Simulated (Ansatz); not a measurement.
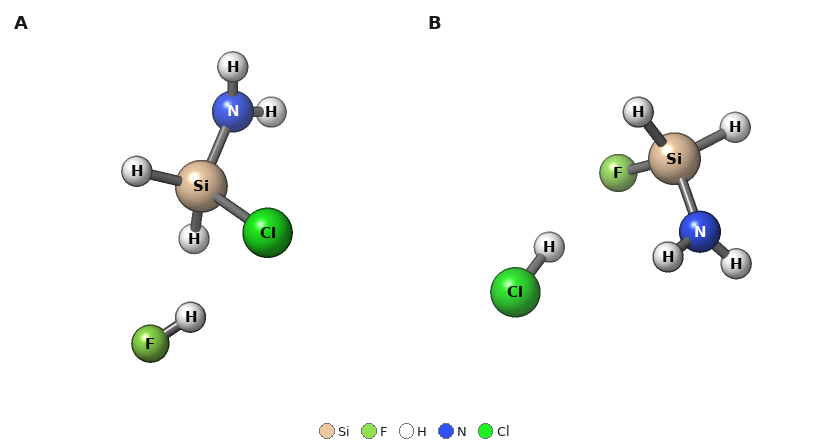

2 stationary structures of one formula. Geometries: PBE0-D4/def2-TZVP. Electronic energies: CCSD(T)/CBS (MP2 limit from def2-TZVPP and def2-QZVPP plus CCSD(T) − MP2) (Ansatz 0.2.0), without zero-point energy. Each is one conformer, not always the lowest.

**Which structure is the most stable?**

B is lowest (a minimum); A lies 42.1 kJ/mol above it (a minimum).
